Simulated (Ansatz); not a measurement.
Strength of the In–O bond: In(CH3)3(OH2) → In(CH3)3 + H2O

Gas-phase species: In(CH3)3(OH2), singlet; In(CH3)3 (trimethylindium (TMIn)), singlet; H2O (water) `O`, singlet. 

Shapes, held fixed at every level: PBE0-D4/def2-TZVP. Flexible molecules stand in one conformer, not always the lowest. Programs: Ansatz 0.2.0. Electronic energies: no zero-point or thermal term.

| level | kind | ΔE (kJ/mol) |
| --- | --- | --- |
| SPW92/def2-TZVPP | LDA | +59.4 |
| B3LYP-D4/def2-TZVPP | global hybrid | +42.6 |
| PBE0-D4/def2-TZVPP | global hybrid | +44.4 |
| wB97X-V/def2-TZVPP | range-separated hybrid | +47.6 |
| B2PLYP/def2-TZVPP | double hybrid | +39.4 |
| CCSD(T)/def2-SVP | coupled cluster or CI | +65.2 |
| MP2/def2-TZVPP | perturbation theory | +47.5 |

MP2/def2-TZVPP gives ΔE = +47.5 kJ/mol; the levels span +39.4 to +65.2. Both fragments are taken as closed shells, so no electrons are unpaired. The median of the levels is +47.5. No measured value is set beside it here. For atoms past krypton def2 sets carry core potentials with scalar relativity. Outer-core shells of In are correlated, in sets that cover them unevenly.

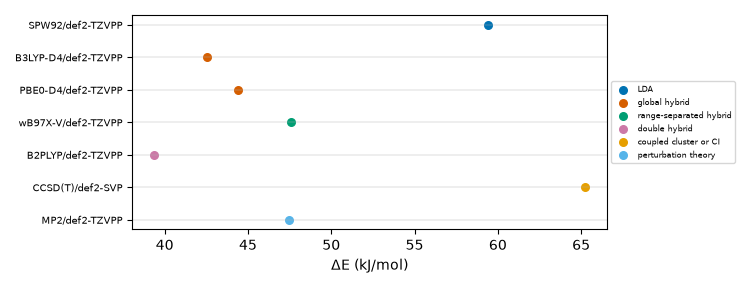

The values of the table, level by level.
